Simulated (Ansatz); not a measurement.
**A computed series for BN: response to strain**

Consider BN in the wurtzite structure (space group P6_3mc, No. 186).

```yaml
crystal:
  lattice:
    - [2.55452, 0.00000, 0.00000]
    - [-1.27726, 2.21228, 0.00000]
    - [0.00000, 0.00000, 4.22456]
  atoms:
    - { symbol: B, position: [0.33333, 0.66667, 0.00019] }
    - { symbol: B, position: [0.66667, 0.33333, 0.50019] }
    - { symbol: N, position: [0.33333, 0.66667, 0.37481] }
    - { symbol: N, position: [0.66667, 0.33333, 0.87481] }
```

Cartesian axes are those of the cell as printed.

Strains are applied to the cell and any free atomic positions relax; under biaxial strain the out-of-plane vector relaxes too.

Method: PBE/PAW in Ansatz (an electronic-structure program), spin-orbit coupling left out.

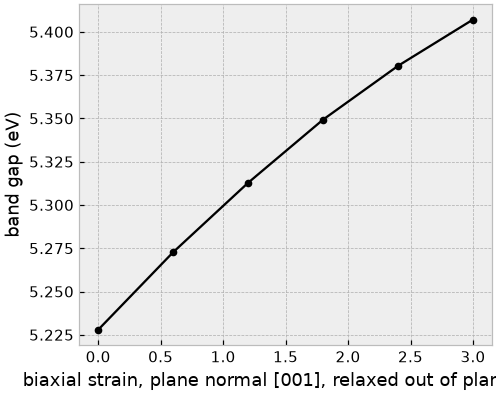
Figure. Band gap against biaxial strain, plane normal [001], relaxed out of plane

```tsv
biaxial strain, plane normal [001], relaxed out of plane (%)	band gap
0.6	5.27 eV
1.2	5.31 eV
1.8	5.35 eV
2.4	5.38 eV
3	5.41 eV
```

Gaps are Kohn–Sham eigenvalue differences; semilocal functionals usually give less than the measured gap. Stability against distortions was not tested.
